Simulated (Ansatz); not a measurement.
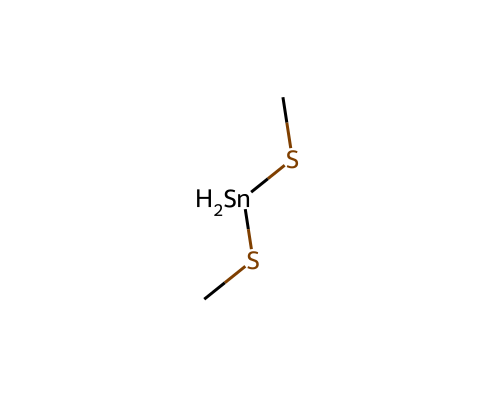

(Drawn from a calculation with Ansatz.)

2D structure.

Transcribe the drawing into SMILES.

Answer. C[S][SnH2][S]C

Give the formula, hydrogens included.

Answer. C2H8S2Sn.

An optimisation with PBE0-D4/def2-TZVP gave a structure of which point group?

Answer. C1. Other conformers may differ.
